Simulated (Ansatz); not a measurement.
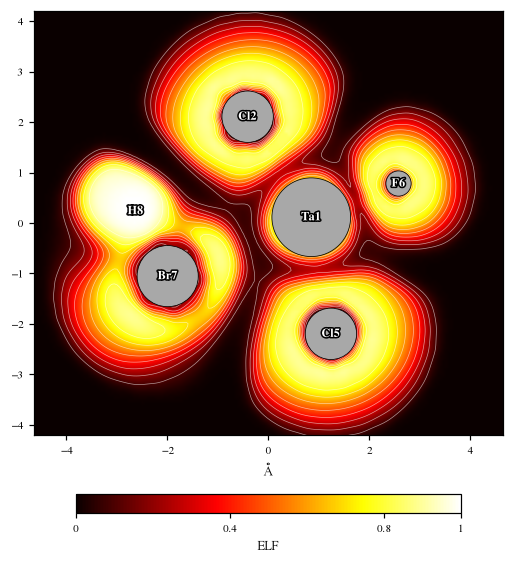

The picture shows: BrCl3F2HTa. Electron localisation function on the plane of atoms Cl2, Ta1 and Br7. Grey discs cover the atomic cores.

Core potentials replace the inner electrons of Ta.

All numbers below come from Ansatz 0.2.0, RKS PBE/def2-SVP.

```xyz
8

Ta    0.0013   -0.0147   -0.1137
Cl    2.2565   -0.6896   -0.2243
F     0.3996    0.6438    1.6195
Cl   -0.1599   -0.2552   -2.4383
Cl   -1.8141    1.4673   -0.1419
F    -0.8247   -1.5983    0.3894
Br    1.3311    2.6723   -0.7943
H     2.6660    2.1274   -0.8274
```

Q: Read the bonding off the picture.

A: The section cuts through Ta, Cl, F, Br and H sites.
Ta–F (1.86 Å): the ELF peaks at about 0.80 in the valence shell of F, 0.5 Å from its nucleus, and drops to about 0.25 between the two atoms.
Ta–Cl (2.36 Å): the ELF peaks at about 0.85 in the valence shell of Cl, 0.9 Å from its nucleus, and is about 0.35 at the midpoint.
Ta–Br (3.07 Å): the ELF peaks at about 0.90 in the valence shell of Br, 1.1 Å from its nucleus, and is about 0.30 at the midpoint.
Br–H (1.44 Å): the ELF climbs to about 1 towards the hydrogen, as it does in any bond to H.
